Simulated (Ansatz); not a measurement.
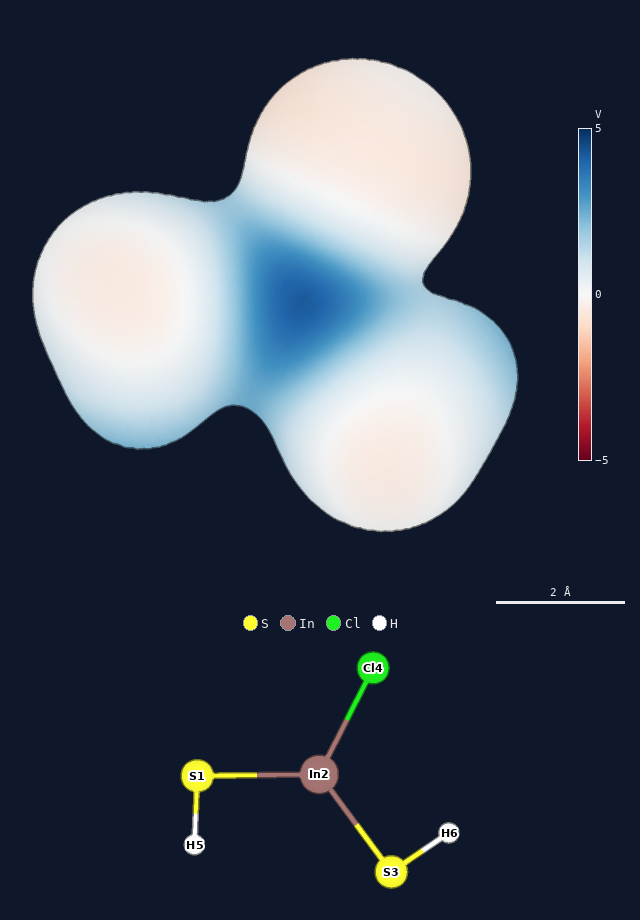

*ClH2InS2 (SMILES [SH][In]([SH])[Cl]). The electrostatic potential painted on the density surface at 0.004 e/bohr³, seen across its widest extent; red is negative and blue positive. The bare structure is drawn below in the same view.*

Geometry: PBE0-D4/def2-TZVP; core potentials replace the inner electrons of In.

Computed with RKS PBE0-D4/def2-TZVPP in Ansatz.

```xyz
6

S    -1.6084    1.4590   -1.0680
In   -0.2139   -0.2493   -0.2214
S     1.5685    0.0507    1.3045
Cl   -0.6283   -2.4134   -0.9493
H    -0.9716    2.4162   -0.3707
H     1.8538   -1.2632    1.3049
```

**Where is the surface potential most negative and most positive?**

The most negative region (about −0.6 V, or −14 kcal/mol for a unit charge) lies over Cl4, the most positive (about +4.1 V, or +95 kcal/mol for a unit charge) over In2.
